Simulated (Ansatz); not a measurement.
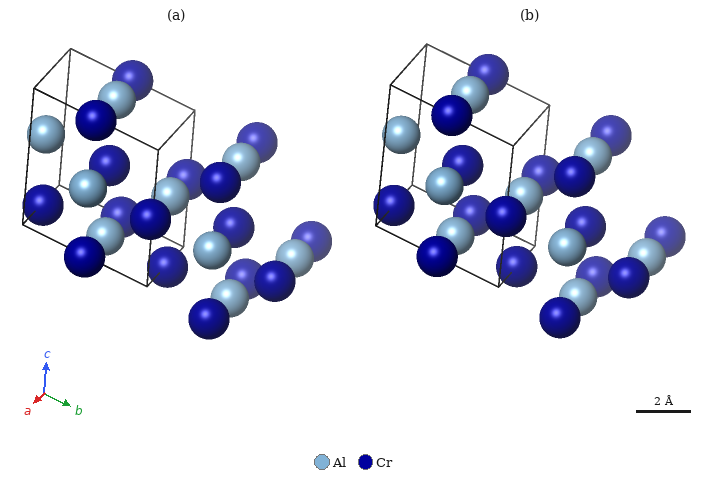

The structure of crystalline Al$_{3}$Cr$_{4}$ (a generated structure, set up in P1) (coarse preliminary run) before (left) and after (right) a relaxation, at one scale.

Style: spheres-only. Shown: the cell of the calculation, repeated 1 × 2 × 1 with one cell outlined, slightly off an axis.

These are results of DFT PBE, scalar-relativistic, plane waves, PAW in Ansatz, not measurements. (plane-wave cutoff 420 eV; k-point mesh 6 × 6 × 6; occupations gaussian; smearing width 0.2 eV; collinear spin; cell and atoms relaxed; force threshold 0.025 eV/Å; at most 60 steps)

Question: Summarise the run.

Answer: The energy falls by 68.8 meV per atom in 3 accepted moves (4 points after the start). Largest force component: 1.2 eV/Å at the start, 0.0013 eV/Å at the end. Pressure: 3.33 GPa at the start and 0.02 GPa at the end. The SCF was repeated once at an unchanged geometry on a basis and grid sized afresh for the cell, which shifted the energy by 0.3 meV per atom at most. The largest move relative to the cell is that of a Cr atom, 0.13 Å along [−3 −3 −2]. Largest moves by element: Cr 0.13 Å, Al 0.10 Å. The drawn cell changes as follows: a 5.312 → 5.267 Å (−0.9 %), b 5.341 → 5.267 Å (−1.4 %), c 5.084 → 5.264 Å (+3.5 %), α 110.4° → 109.5°, β 109.0° → 109.5°, γ 110.0° → 109.5°; the volume changes by +2.5 %. Near-neighbour distances that change, for instance: Al–Cr 2.375 → 2.632 Å, Al–Cr 2.453 → 2.632 Å, Al–Cr 2.787 → 2.633 Å, Al–Cr 2.481 → 2.633 Å. Among the angles between lasting bonds that change: Al–Cr–Al 101.3° → 109.4°, Al–Cr–Al 171.8° → 179.9°, Al–Cr–Al 102.4° → 109.4°. The space group (tolerance 0.01 Å) goes from P1 (No. 1) to Im-3m (No. 229).
